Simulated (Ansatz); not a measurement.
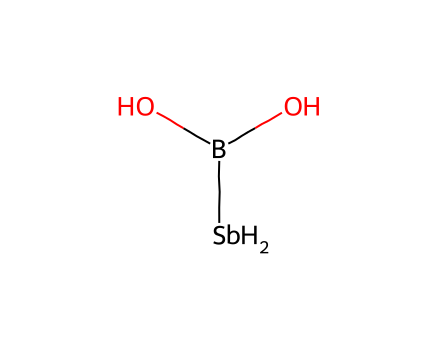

**Transcribe the drawing into SMILES.**

O[B](O)[SbH2]

**What is the molecular formula?**

BH4O2Sb.

**An optimisation with PBE0-D4/def2-TZVP gave a structure of which point group?**

Cs.

The parts below concern this one geometry. Atoms keep their numbers from picture to picture. The computed structure is the end point of a PBE0-D4/def2-TZVP optimisation.

### Vibrations

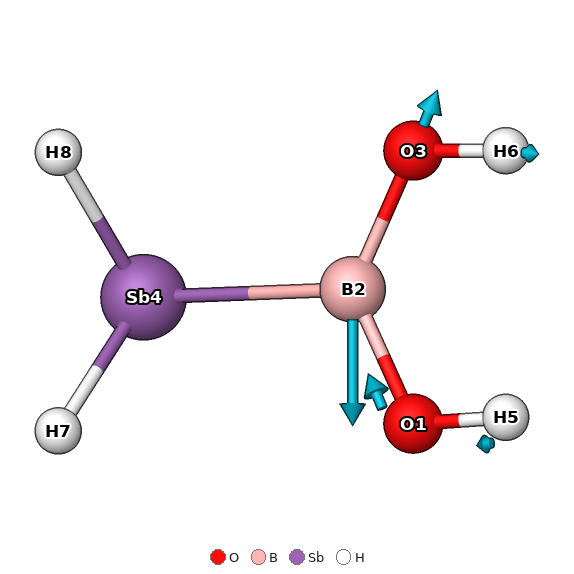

The arrows show one normal mode. Harmonic vibrations computed with RKS PBE0-D4/def2-TZVP, core potentials on Sb (Ansatz 0.2.0) at a stationary point of the same level.

**Estimate its harmonic wavenumber.**

1409 cm⁻¹; it is mode 14 of 18 counted from the lowest.

### Dipole moment

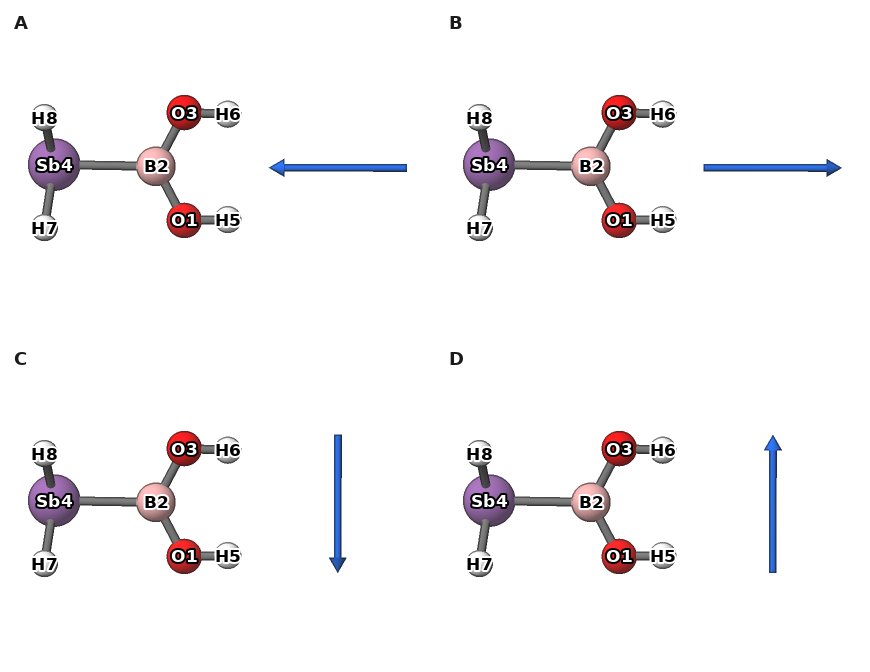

The same molecule four times, each with an arrow. Properties computed with RKS r2SCAN-D4/def2-TZVPP, core potentials on Sb (Ansatz 0.2.0).

**Which arrow points along the dipole moment, from the negative to the positive end?**

B. The dipole moment is 3.47 D; it points from the side of H7, H8 to the side of H5, H6 (the outermost atoms at the two ends).

### Electronic properties

Method: RKS PBE0-D4/def2-SVP, core potentials on Sb (Ansatz 0.2.0).

**Estimate the HOMO–LUMO gap.**

7.02 eV.

**Estimate the HOMO energy (Kohn–Sham orbital).**

−6.64 eV.

**Estimate the dispersion correction.**

−12.9 kJ/mol.
